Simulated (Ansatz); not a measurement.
Complex (SMILES): Cl (HCl) with Cl (HCl), atoms 1 to 2 the first; geometry from B3LYP-D3(BJ)/def2-TZVP, monomers rigid:
```xyz
4

Cl     0.8867    -0.0511     0.1397
H     -0.2309     0.0366     0.7652
Cl    -0.6491    -3.0596    -1.4835
H      0.0587    -2.0731    -1.0529
```

Basis-set convergence of the counterpoise-corrected interaction energy at CCSD(T) with Ansatz (an electronic-structure program). Cartesian d functions, on some or all atoms, in 6-31G*, 6-31+G*, 6-311G**, 6-311+G**; all else is spherical. Cores are frozen. No added dispersion term, no relativity. Functions are those of the species that has most. Reference: Hartree-Fock in aug-cc-pV(Q+d)Z plus the correlation part extrapolated as X^-3 from aug-cc-pV(T+d)Z and aug-cc-pV(Q+d)Z, -2.01 kcal/mol, itself unsure by roughly 0.04 kcal/mol (a third of the extrapolation step and of the last Hartree-Fock step). Deviations are taken from unrounded values. Cost is core time over that of def2-SVPD, rough, on shared machines of one kind; a dash marks a row that isn't timed (too short, read off another run, short of memory, by another algorithm or on other hardware).

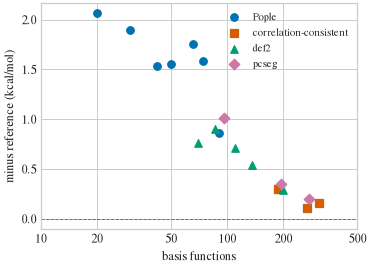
*Deviation from the reference against the number of basis functions, by family of sets.*

| basis | functions | counterpoise-corrected interaction energy (kcal/mol) | minus reference (kcal/mol) | cost |
|---|---|---|---|---|
| STO-3G | 20 | 0.05 | 2.06 | - |
| 3-21G | 30 | -0.11 | 1.90 | - |
| 6-31G* | 42 | -0.48 | 1.53 | - |
| 6-31+G* | 50 | -0.46 | 1.55 | 0.6× |
| 6-311G** | 66 | -0.26 | 1.75 | 0.8× |
| def2-SVPD | 70 | -1.25 | 0.76 | 1× |
| 6-311+G** | 74 | -0.42 | 1.59 | 0.8× |
| def2-TZVP | 86 | -1.11 | 0.90 | 1× |
| 6-311++G(2d,2p) | 90 | -1.15 | 0.86 | 1× |
| pcseg-2 | 96 | -1.00 | 1.01 | 2× |
| def2-TZVPD | 110 | -1.30 | 0.71 | 3× |
| def2-TZVPPD | 136 | -1.47 | 0.54 | 4× |
| cc-pV(Q+d)Z | 188 | -1.71 | 0.30 | 10× |
| pcseg-3 | 194 | -1.66 | 0.35 | 10× |
| def2-QZVPP | 200 | -1.72 | 0.29 | 10× |
| aug-cc-pV(Q+d)Z | 270 | -1.90 | 0.11 | 40× |
| aug-pcseg-3 | 276 | -1.81 | 0.20 | 40× |
| cc-pV(5+d)Z | 310 | -1.85 | 0.16 | 70× |
